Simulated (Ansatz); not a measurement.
# SnNH4Cl (SMILES [NH2][SnH2][Cl]) at HSE06/def2-SVP (core potential)

What is the electronic atomisation energy of SnNH4Cl at HSE06/def2-SVP (core potential)? 

The calculation is run with Ansatz 0.2.0.

59 further runs of the same task are left out: 1 that didn't finish, 58 set aside as unsound or not needed.

**1. The molecule**

SnNH4Cl: 7 atoms, total charge 0, spin state singlet. SMILES: `[NH2][SnH2][Cl]`. Geometry: relaxed at PBE0-D4/def2-TZVP. This is one conformer, not always the lowest.

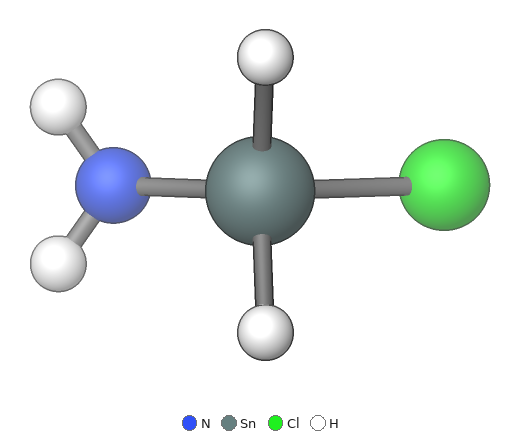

Viewed from a chosen angle; nitrogen blue, tin teal, chlorine green, hydrogen white.

**2. A single-point energy at HSE06/def2-SVP (core potential)**

The input, run.yaml:

```yaml
crystal:
  periodic: [false, false, false]
  atoms:
    - {symbol: N, position_ang: [-0.972800, -0.020100, -0.835200]}
    - {symbol: Sn, position_ang: [0.562300, 0.041400, 0.449100]}
    - {symbol: Cl, position_ang: [0.846400, -2.133500, 1.251000]}
    - {symbol: H, position_ang: [-1.803500, 0.485500, -0.566500]}
    - {symbol: H, position_ang: [-0.756400, 0.165200, -1.803000]}
    - {symbol: H, position_ang: [0.172800, 0.976800, 1.814600]}
    - {symbol: H, position_ang: [2.012400, 0.416800, -0.355700]}
basis:
  gaussian: {orbitals: def2-SVP}
hamiltonian: {xc: {name: HSE06}}
accuracy: high
output: {orbitals: {seedname: orbitals}}
```

Command:

```
$ ansatz run run.yaml --threads 1 --pin off --max-ram 3480MiB --events-out events.jsonl --progress --plain --runs-dir runs
```

The log of the run:

```text
Warning: RAYON_NUM_THREADS=1 ignored (pool sized by the plan → 1); use --threads N
Functional definition: HSE06
  name "HSE06"
  parameter a = 0.25
  parameter omega = 0.11/bohr
  exchange = pbe_x - a*pbe_x_sr(omega) + a*exact_x_sr(omega)
  correlation = pbe_c
1811 factors; integrals over basis functions are off by at most 3.6e-9 eV
91 factors; integrals over basis functions are off by at most 1.1e-9 eV
mean field evaluation 1: about -19892.6660 eV, gradient 5.4e1 eV
mean field evaluation 2: about -19867.9947 eV, gradient 1.0e2 eV
mean field evaluation 4: about -19898.5636 eV, gradient 5.2e0 eV
mean field evaluation 8: about -19898.7451 eV, gradient 2.2e-1 eV
mean field evaluation 16: about -19898.7452 eV, gradient 1.3e-5 eV
mean field -19898.74523138 eV, -731.2653993993 hartree, gradient 3.0e-8 eV, S^2 0.000000; 0 other end points of the search recorded, 0 dependent functions left out
reference -19898.74523502 eV, -731.2653995332 hartree; 25, 25 occupied and 53, 53 virtual orbitals, 1811 factors
Total energy: -19898.74523502 eV, -731.2653995332 hartree
```

It took 4.2 s on 1 thread of AMD EPYC 9R45 (Zen 5), shared host; peak memory 0.28 GiB.

**3. The Cl atom, same level**

The input, in.yaml:

```yaml
crystal:
  periodic: [false, false, false]
  atoms:
    - {symbol: Cl, position_ang: [0.000000, 0.000000, 0.000000]}
basis:
  gaussian:
    orbitals: def2-SVP
hamiltonian:
  xc: {name: HSE06}
accuracy: high
magnetization:
  spin_polarized: true
  initial_magnetization: 1
```

Run the same way, it converges to -459.83072 Eh (log not shown).

**4. The H atom at the same level**

The input, run.yaml:

```yaml
crystal:
  periodic: [false, false, false]
  atoms:
    - {symbol: H, position_ang: [0.000000, 0.000000, 0.000000]}
basis:
  gaussian: {orbitals: def2-SVP}
magnetization: {spin_polarized: true, initial_magnetization: 1}
hamiltonian: {xc: {name: HSE06}}
accuracy: high
```

Run the same way, it converges to -0.50000 Eh (log not shown).

**5. The N atom, same level**

The input, run.yaml:

```yaml
basis:
  gaussian: {orbitals: def2-SVP}
crystal:
  periodic: [false, false, false]
  atoms:
    - symbol: N
      position_ang: [0.000000, 0.000000, 0.000000]
accuracy: high
magnetization: {spin_polarized: true, initial_magnetization: 3}
hamiltonian: {xc: {name: HSE06}}
total_charge: 0
```

Run the same way, it converges to -54.47622 Eh (log not shown).

**6. The Sn atom, same level**

The input, molecule.yaml:

```yaml
crystal:
  periodic: [false, false, false]
  atoms:
    - {symbol: Sn, position_ang: [0.000000, 0.000000, 0.000000]}
basis:
  gaussian:
    orbitals: def2-SVP
magnetization:
  spin_polarized: true
  initial_magnetization: 2
hamiltonian:
  xc: hse06
accuracy: high
```

Run the same way, it converges to -214.25312 Eh (log not shown).

**7. Results**

At HSE06/def2-SVP (core potential):

```
                     quantity          value
       molecule: total energy  -731.26540 Eh
        molecule: HOMO energy       -6.98 eV
        molecule: LUMO energy       -0.46 eV
      molecule: HOMO–LUMO gap        6.52 eV
        Cl atom: total energy  -459.83072 Eh
                Cl atom: ⟨S²⟩          0.752
         H atom: total energy    -0.50000 Eh
                 H atom: ⟨S²⟩          0.750
         N atom: total energy   -54.47622 Eh
                 N atom: ⟨S²⟩          3.753
        Sn atom: total energy  -214.25312 Eh
                Sn atom: ⟨S²⟩          2.003
electronic atomisation energy      19.193 eV
```

**Reading.** Taking the molecule apart into free atoms costs 19.19 eV (1852 kJ/mol), before zero-point energy and without spin-orbit coupling.
